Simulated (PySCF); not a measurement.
**C₂H₄BF₂ radical: EPR parameters**

Aim: predict the EPR parameters of C₂H₄BF₂ radical (`C[CH]B(F)F`).

The runs use PySCF 2.14.0, with density-fitted response routines of our own; the level of theory stands in each step. All values are computed, except where a source is named. Atoms are numbered from 0 throughout.

## (1) The molecule as given

9 atoms, charge 0, multiplicity 2; geometry from: GFN2-xTB.

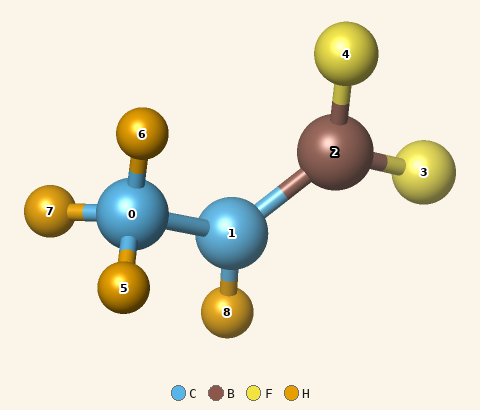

As it starts; carbon blue, boron brown, fluorine yellow, hydrogen amber, atoms numbered.

## (2) g tensor and hyperfine couplings: B3LYP/pcH-1

Job settings and geometry (Å):

```
{"job": {"kind": "epr", "basis": "pcH-1"}, "charge": 0, "multiplicity": 2}
C     -1.155246    -0.112695     0.295355
C      0.034300     0.311665    -0.465289
B      1.457628    -0.044191    -0.101286
F      2.509528     0.354726    -0.812179
F      1.771859    -0.784843     0.960099
H     -1.831909    -0.684249    -0.346672
H     -0.883883    -0.713770     1.158599
H     -1.726631     0.760034     0.624266
H     -0.162086     0.919317    -1.338073
```

Method: UKS B3LYP, pcH-1 on B C F H, non-relativistic, mean-field spin-orbit, GIAO.

Predict these results of the whole session: g(iso) (B3LYP); ⟨S²⟩; largest a(iso) (averaged by class).

The runs gave:

| quantity | value |
| --- | --- |
| g(iso) (B3LYP) | 2.00295 |
| ⟨S²⟩ | 0.753 (exact 0.75) |
| largest a(iso) (averaged by class) | 1H on H5, H6, H7, 79.2 MHz |

What this shows: C1 carries the largest spin population, 0.91 e. The isotropic g lies 0.6 ppt above the free-electron value.
